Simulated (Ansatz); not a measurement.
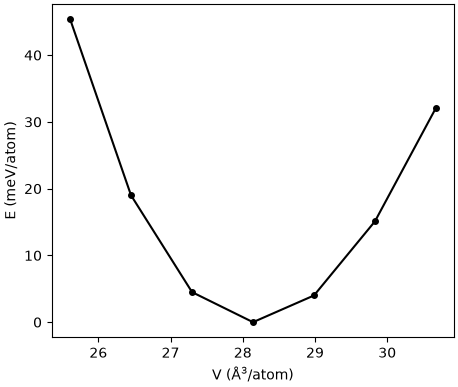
Figure: CdTe (rock salt, Fm-3m) under volume change, r²SCAN (plane waves, PAW; program Ansatz), scaled uniformly.

Task: What does a third-order Birch–Murnaghan fit give for V₀, B₀ and B′?

Result: V₀ = 28.14 Å³/atom, B₀ = 53.2 GPa, B′ = 4.8.

This is a known high-pressure phase of the composition, computed here at zero pressure and temperature. Symmetry was held in the r²SCAN relaxation; its stability against distortions is not shown here. Scalar-relativistic: spin–orbit coupling is off unless named, which matters more the heavier the elements.

Potentials: the later of the program's two PAW sets.
